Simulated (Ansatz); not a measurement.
Consider CH6FNOSi.

The calculation's input:

```
crystal:
  periodic: [false, false, false]
  atoms:
    - {symbol: C, position_ang: [-1.063297, 0.887805, -0.510859]}
    - {symbol: Si, position_ang: [0.229876, -0.084829, 0.381155]}
    - {symbol: N, position_ang: [1.299875, -0.800591, -0.715362]}
    - {symbol: O, position_ang: [-0.341570, -1.305177, 1.311819]}
    - {symbol: F, position_ang: [0.932422, 0.941172, 1.403739]}
    - {symbol: H, position_ang: [-0.609971, 1.645989, -1.154996]}
    - {symbol: H, position_ang: [-1.715103, 1.405039, 0.196819]}
    - {symbol: H, position_ang: [-1.678753, 0.234494, -1.132132]}
    - {symbol: H, position_ang: [1.609732, -0.334311, -1.549918]}
    - {symbol: H, position_ang: [1.914582, -1.548111, -0.441014]}
    - {symbol: H, position_ang: [-0.512393, -1.098480, 2.231250]}
basis:
  gaussian: {orbitals: def2-TZVPP}
hamiltonian: {xc: pbe0, dispersion: d4}
output: {orbitals: {seedname: orbitals}}
```

Launched as:

```sh
ansatz run in.yaml --threads 4 --pin off --events-out ev --progress --plain --max-ram 10444MiB
```

Geometry: PBE0-D4/def2-TZVP.

The calculation used Ansatz 0.2.0, RKS PBE0-D4/def2-TZVPP.

### What can the converged electron density and electron localisation function tell about the bonding?

N–H (1.00 Å): the density is about 2.9 e/Å³ at the midpoint; the ELF climbs to about 1 towards the hydrogen, as it does in any bond to H (a covalent bond by its length).

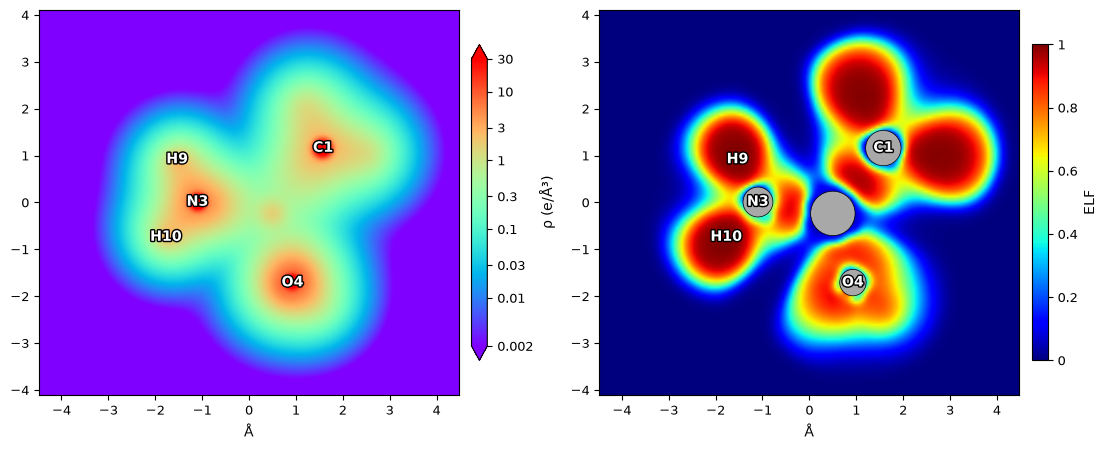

Computed electron density and electron localisation function on the plane of atoms H9, N3 and H10, in this order. Grey discs cover the atomic cores in the ELF map. 
